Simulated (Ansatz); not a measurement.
CH3NSSi (charge +1, doublet)

Input

```
crystal:
  periodic: [false, false, false]
  atoms:
    - {symbol: Si, position_ang: [-0.036162, -0.002975, -1.201877]}
    - {symbol: N, position_ang: [-0.007868, 0.006415, 0.608648]}
    - {symbol: C, position_ang: [0.010829, 0.005771, 1.803741]}
    - {symbol: S, position_ang: [0.032702, 0.005649, 3.413608]}
    - {symbol: H, position_ang: [1.441414, -0.003230, -1.486208]}
    - {symbol: H, position_ang: [-0.721814, 1.268422, -1.576069]}
    - {symbol: H, position_ang: [-0.719111, -1.280062, -1.561843]}
basis:
  gaussian: {orbitals: def2-TZVP, initial_orbitals: start.molden}
total_charge: 1
magnetization: {spin_polarized: true, initial_magnetization: 1}
hamiltonian: {xc: pbe0, dispersion: d4}
scf: {omitted_lower_state_checks: [starts]}
output: {orbitals: {seedname: orbitals}}
```

Launched as:

```sh
ansatz run in.yaml --threads 4 --pin off --events-out ev --progress --plain --max-ram 3916MiB
```

Geometry: PBE-D4/def2-SVP.

Method: Ansatz 0.2.0, UKS PBE0-D4/def2-TZVP.

What will maps of the electron density, electron localisation function and spin density show?

C–N (1.20 Å): the density is about 3.3 e/Å³ at the midpoint; the ELF peaks at about 0.85 between the atoms: a multiple bond.
C–S (1.61 Å): ρ is about 1.7 e/Å³ halfway; the ELF peaks at about 0.90 between the atoms: localised, covalent bonding.
Si–N (1.81 Å): the density is about 0.84 e/Å³ at the midpoint; the ELF peaks at about 0.90 between the atoms (a shared but strongly polarised pair).
Si–H (1.49 Å): the density is about 0.85 e/Å³ at the midpoint; the ELF climbs to about 1 towards the hydrogen, as it does in any bond to H.
The unpaired spin (1 electron) lies mostly on S4 (about 0.7) and N2 (about 0.3), in electrons by Hirshfeld's partition, with opposite, polarisation-induced spin on C3.

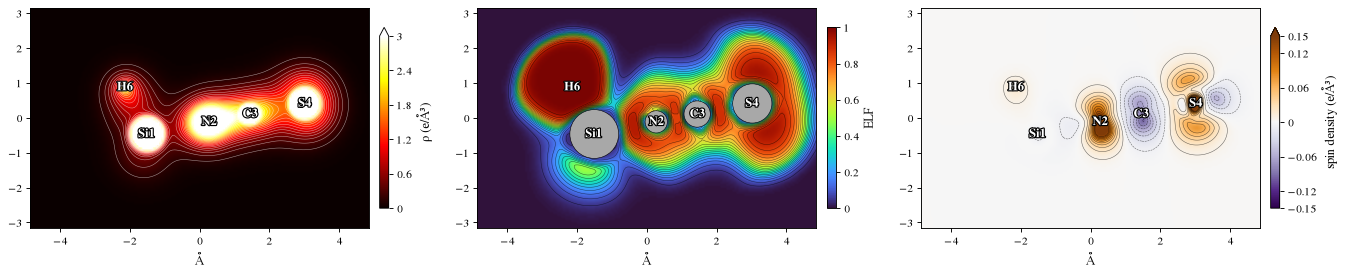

Computed electron density, electron localisation function and spin density on the plane of atoms N2, Si1 and H6, in this order. Grey discs cover the atomic cores in the ELF map. 
